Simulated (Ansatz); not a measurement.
**FGeH3O3 (SMILES [OH][Ge]([OH])([OH])[F]): density, localisation and related maps**

```yaml
atoms:
  - { symbol: O, position_ang: [-0.9474, 1.2021, 0.7745] }
  - { symbol: Ge, position_ang: [0.0924, 0.1618, -0.1612] }
  - { symbol: O, position_ang: [1.5525, 0.0367, 0.7829] }
  - { symbol: O, position_ang: [-0.6226, -1.3812, -0.5865] }
  - { symbol: F, position_ang: [0.4174, 0.8535, -1.7008] }
  - { symbol: H, position_ang: [-1.7533, 1.4378, 0.3076] }
  - { symbol: H, position_ang: [2.2354, -0.4761, 0.3428] }
  - { symbol: H, position_ang: [-0.8822, -1.8918, 0.1850] }
```

Geometry: PBE0-D4/def2-TZVP.

The calculation used RKS PBE0-D4/def2-TZVPP (Ansatz 0.2.0).

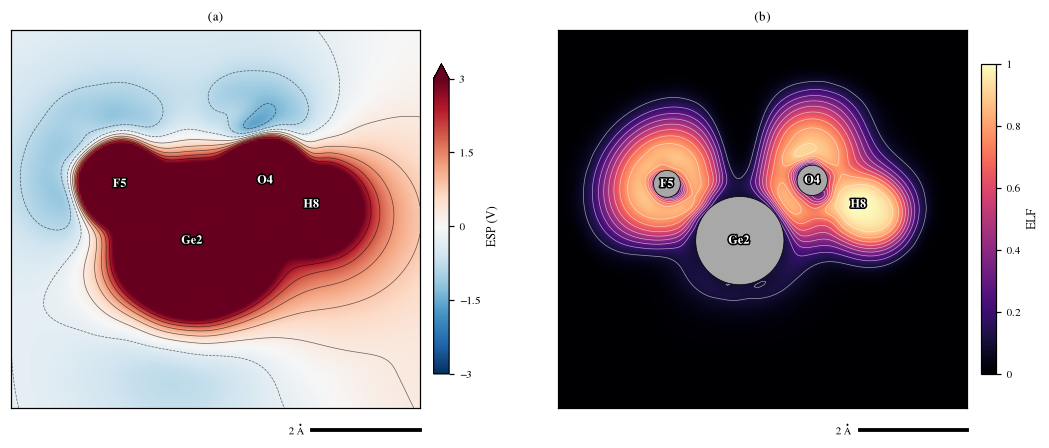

Figure 1. (a) molecular electrostatic potential; (b) electron localisation function on the plane of atoms Ge2, O4 and H8. Grey discs cover the atomic cores in the ELF map.

Read the bonding off the picture.

- The section cuts through Ge, O, F and H sites.
- Ge–F (1.72 Å): the ELF peaks at about 0.80 in the valence shell of F, 0.6 Å from its nucleus, and is about 0.25 at the midpoint.
- Ge–O (1.75 Å): the ELF peaks at about 0.85 in the valence shell of O, 0.6 Å from its nucleus, and is about 0.35 at the midpoint.
- O–H (0.96 Å): the ELF climbs to about 1 towards the hydrogen, as it does in any bond to H (an ordinary covalent bond to hydrogen).
- The ELF also peaks beside F5 and O4, away from the bonds: lone-pair regions.
- Outside the dense part of the molecule the potential is most negative (−1.6 V) near O4.

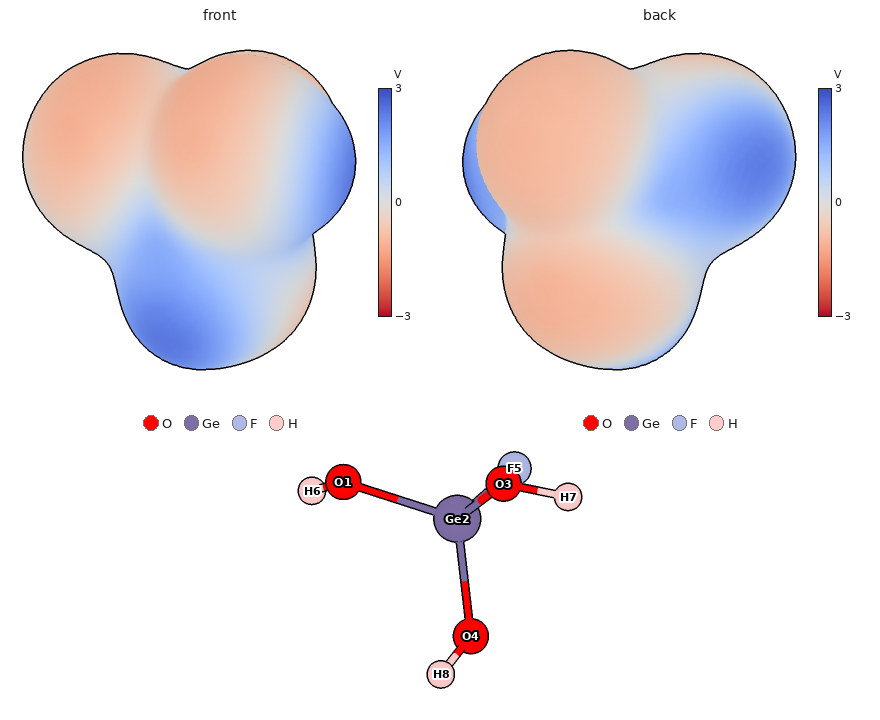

Figure 2. The molecular electrostatic potential painted on the density surface at 0.001 e/bohr³, seen from the front and from behind; red is negative and blue positive. The bare structure is drawn below in the same view.

Which sites attract a positive test charge, and which a negative one?

A positive charge is drawn to the negative regions and a negative charge to the positive ones. The most negative region (about −1.1 V) lies over O1 and O3, the most positive (about +2.3 V) over H6, H7 and H8.

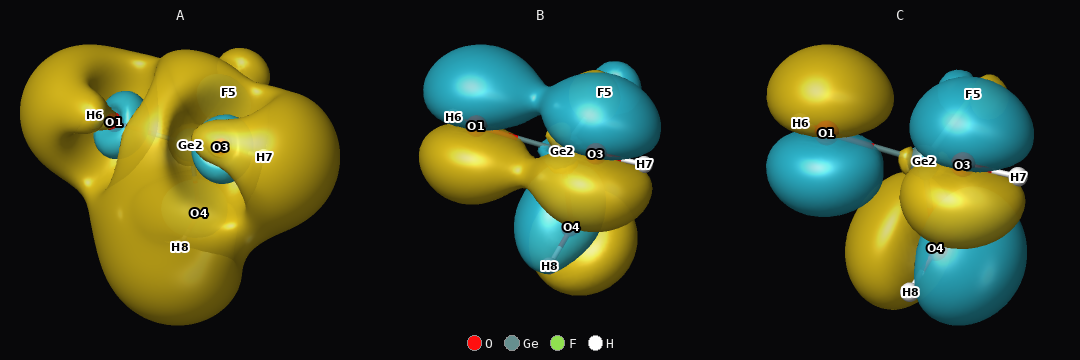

Figure 3. Three frontier orbitals at ±0.06 Å⁻³ᐟ² (yellow and cyan are the two phases), in no order.

Which picture is the HOMO−1, the HOMO and the LUMO?

B is the HOMO−1 (−9.79 eV). It lies mainly on O1 (about 30 %), O3 (about 30 %), O4 (about 25 %) and Ge2 (about 10 %); largely a combination of lone pairs on O1, O3 and O4. C is the HOMO (−9.47 eV). It lies mainly on O4 (about 40 %), O1 (about 25 %) and O3 (about 25 %); largely a combination of lone pairs on O4, O1 and O3. A is the LUMO (−0.58 eV). By Hirshfeld shares it lies mainly on Ge2 (about 30 %), O4 (about 10 %), H8 (about 10 %), O1 (about 10 %), O3 (about 10 %), H6 (about 10 %) and H7 (about 10 %).

What is the HOMO–LUMO gap?

8.89 eV between the orbital energies.
